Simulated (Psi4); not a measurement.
# UCCSD(T)/cc-pVDZ-DK (DKH2, density fitting) run of SiH4O (Si(OH)H3)

What is the energy change on altering one bond length of SiH4O (Si(OH)H3) at UCCSD(T)/cc-pVDZ-DK (DKH2, density fitting)? 

Program for the calculation: Psi4 1.11.

1 further run of the same task is left out (set aside as unsound or not needed).

## (1) The structure to begin with

SiH4O has 6 atoms, charge 0, and is taken as a singlet. As SMILES, `[H][Si]([H])([H])O`. The coordinates come from a GFN2-xTB relaxation.

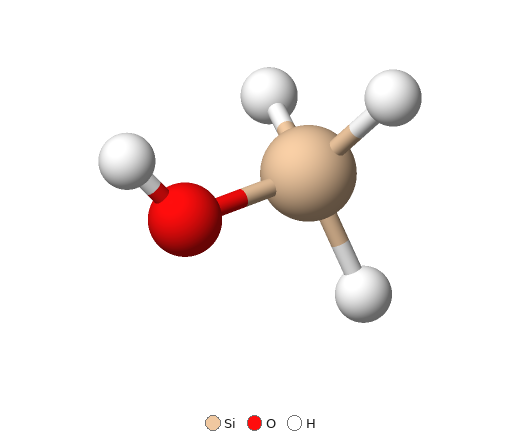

Viewed from a chosen angle; silicon light orange, oxygen red, hydrogen white.

## (2) The energy at UCCSD(T)/cc-pVDZ-DK (DKH2, density fitting)

Input file input.inp:

```
memory 1.6 GB

molecule {
  Si    -0.11327018    -0.21726181    -0.77083818
  O     -0.11251429    -0.17368473     2.30004236
  H      0.61854516     1.17340654     3.24515108
  H      2.48149386    -0.21310442    -1.73259540
  H     -1.43690995     2.00004834    -1.76347352
  H     -1.43732569    -2.56940392    -1.27826744
  units bohr
  no_reorient
  no_com
}

set basis cc-pVDZ-DK
set reference uhf
set freeze_core true
set relativistic dkh
set dkh_order 2

e = energy('ccsd(t)')
```

Launch:

```sh
$ psi4 -n 1 input.inp input.out
```

input.out (excerpt; [...] marks lines left out):

```text
[...]
  Running in c1 symmetry.
[...]
  Nuclear repulsion =   65.669477802606366
[...]
  Multiplicity = 1
[...]
  Nalpha       = 13
  Nbeta        = 13
[...]
    Number of basis functions: 52
[...]
   @UHF iter   1:  -366.72175510171149   -5.66662e-01   8.00291e-03 DIIS/ADIIS
[...]
   @UHF iter  10:  -366.80238983741373   -5.28644e-12   8.11306e-09 DIIS
[...]
   @S^2 Observed:                3.907985047E-14
[...]
    Orbital Energies [Eh]
    ---------------------
    Alpha Occupied:
       1A    -68.963103     2A    -20.566379     3A     -6.173168
       4A     -4.253182     5A     -4.251475     6A     -4.251259
       7A     -1.343299     8A     -0.768813     9A     -0.644929
      10A     -0.552017    11A     -0.549457    12A     -0.470765
      13A     -0.451484
    Alpha Virtual:
      14A      0.142577    15A      0.208358    16A      0.217931
      17A      0.221084    18A      0.251095    19A      0.411406
      20A      0.412220    21A      0.476319    22A      0.556681
      23A      0.566237    24A      0.571826    25A      0.606900
[...]
  @UHF Final Energy:  -366.80238983741373
   => Energetics <=
    Nuclear Repulsion Energy =             65.6694778026063659
    One-Electron Energy =                -638.4650757229308056
    Two-Electron Energy =                 205.9932080829106837
    Total Energy =                       -366.8023898374137843
  UHF NO Occupations:
  HONO-2 :   11  A 2.0000000
  HONO-1 :   12  A 2.0000000
[...]
 Multipole Moments:
 ------------------------------------------------------------------------------------
     Multipole            Electronic (a.u.)      Nuclear  (a.u.)        Total (a.u.)
 ------------------------------------------------------------------------------------
 L = 1.  Multiply by 2.5417464519 to convert [e a0] to [Debye]
 Dipole X            :          2.5287105           -2.2600935            0.2686170
 Dipole Y            :          4.5312788           -4.0401966            0.4910822
 Dipole Z            :         -6.1194548            6.0794191           -0.0400357
 Magnitude           :                                                    0.5611770
[...]
      * MP2 total energy                      = -367.097700179518597
[...]
      * CCSD total energy                     = -367.125815066731548
[...]
      * CCSD(T) total energy                     = -367.131719162040383
[...]
```

Wall time 9.9 s (1 thread of Intel Xeon Platinum 8259CL at 2.50GHz (Skylake/Cascade Lake), shared host); peak memory 0.29 GiB.

## (3) The distorted shape at the same level

Input file h4osi.inp:

```
memory 1600 mb

molecule system {
  0 1
  Si     0.640742     1.129769    -0.139382
  O      0.641142     1.152829     1.485658
  H      1.028002     1.865679     1.985788
  H      2.013832     1.131969    -0.648322
  H     -0.059698     2.303119    -0.664662
  H     -0.760600    -1.359670    -0.676430
  symmetry c1
  no_reorient
  no_com
}

set globals {
  basis cc-pVDZ-DK
  reference uhf
  freeze_core true
  guess_mix true
  relativistic dkh
  dkh_order 2
}

energy("ccsd(t)")
```

Launch:

```sh
$ psi4 -i h4osi.inp -o h4osi.out -n 1
```

h4osi.out (excerpt; [...] marks lines left out):

```text
[...]
  Running in c1 symmetry.
[...]
  Nuclear repulsion =   62.325541666743405
[...]
  Multiplicity = 1
[...]
  Nalpha       = 13
  Nbeta        = 13
[...]
    Number of basis functions: 52
[...]
   @UHF iter   1:  -366.55747483652158   -6.81506e-01   7.84398e-03 DIIS/ADIIS
[...]
   @UHF iter  14:  -366.68544413743803   -3.18323e-12   6.79797e-09 DIIS
[...]
   @S^2 Observed:                8.627862930E-01
[...]
    Orbital Energies [Eh]
    ---------------------
    Alpha Occupied:
       1A    -68.977084     2A    -20.574314     3A     -6.183144
       4A     -4.264924     5A     -4.263049     6A     -4.255347
       7A     -1.348807     8A     -0.748813     9A     -0.633835
      10A     -0.556300    11A     -0.529685    12A     -0.480272
      13A     -0.451143
    Alpha Virtual:
      14A      0.069791    15A      0.158907    16A      0.218752
      17A      0.236154    18A      0.248104    19A      0.410609
      20A      0.414195    21A      0.525743    22A      0.559123
      23A      0.575590    24A      0.587803    25A      0.614114
[...]
  @UHF Final Energy:  -366.68544413743803
   => Energetics <=
    Nuclear Repulsion Energy =             62.3255416667434048
    One-Electron Energy =                -631.5104759595532187
    Two-Electron Energy =                 202.4994901553717455
    Total Energy =                       -366.6854441374380258
  UHF NO Occupations:
  HONO-2 :   11  A 1.9999343
  HONO-1 :   12  A 1.9989997
[...]
 Multipole Moments:
 ------------------------------------------------------------------------------------
     Multipole            Electronic (a.u.)      Nuclear  (a.u.)        Total (a.u.)
 ------------------------------------------------------------------------------------
 L = 1.  Multiply by 2.5417464519 to convert [e a0] to [Debye]
 Dipole X            :        -30.5376584           30.8423335            0.3046751
 Dipole Y            :        -54.2086715           54.7651985            0.5565270
 Dipole Z            :        -18.7049745           18.7655284            0.0605539
 Magnitude           :                                                    0.6373508
[...]
      * MP2 total energy                      = -366.960961261786281
[...]
      * CCSD total energy                     = -366.992588358361616
[...]
      * CCSD(T) total energy                     = -367.001158654615381
[...]
```

Wall time 13 s (1 thread of Intel Xeon Platinum 8259CL at 2.50GHz (Skylake/Cascade Lake), shared host); peak memory 0.29 GiB.

## (4) Results

Level: UCCSD(T)/cc-pVDZ-DK (DKH2, density fitting), 6 core orbitals frozen.

```
                                                          quantity          value
                                         first shape: total energy  -367.13172 Eh
                  first shape: HOMO energy (Hartree–Fock orbitals)      -12.29 eV
                  first shape: LUMO energy (Hartree–Fock orbitals)        3.88 eV
                first shape: HOMO–LUMO gap (Hartree–Fock orbitals)       16.17 eV
          first shape: correlation energy (6 core orbitals frozen)     -329.3 mEh
                                       first shape: (T) correction      -5.90 mEh
                                        first shape: T1 diagnostic          0.015
                                     distorted shape: total energy  -367.00116 Eh
              distorted shape: HOMO energy (Hartree–Fock orbitals)       -9.19 eV
              distorted shape: LUMO energy (Hartree–Fock orbitals)        1.90 eV
            distorted shape: HOMO–LUMO gap (Hartree–Fock orbitals)       11.09 eV
      distorted shape: correlation energy (6 core orbitals frozen)     -315.7 mEh
                                   distorted shape: (T) correction      -8.57 mEh
                distorted shape: ⟨S²⟩ of the reference determinant          0.863
                                    distorted shape: T1 diagnostic          0.071
energy change with the Si1–H6 bond stretched from 1.453 to 2.907 Å       3.553 eV
```

What this shows: With the Si1–H6 bond stretched from 1.453 to 2.907 Å the energy rises by 3.55 eV (343 kJ/mol). The first shape isn't relaxed at this level, so the change isn't measured from a minimum. The triples (first shape) make up 1.8 % of the correlation energy. ⟨S²⟩ (distorted shape) is 0.86 where a pure singlet has 0.00: the reference is spin-contaminated. The T1 diagnostic (distorted shape) of 0.071 is above the customary mark for such species, so a single reference may not serve. The triples (distorted shape) make up 2.7 % of the correlation energy.
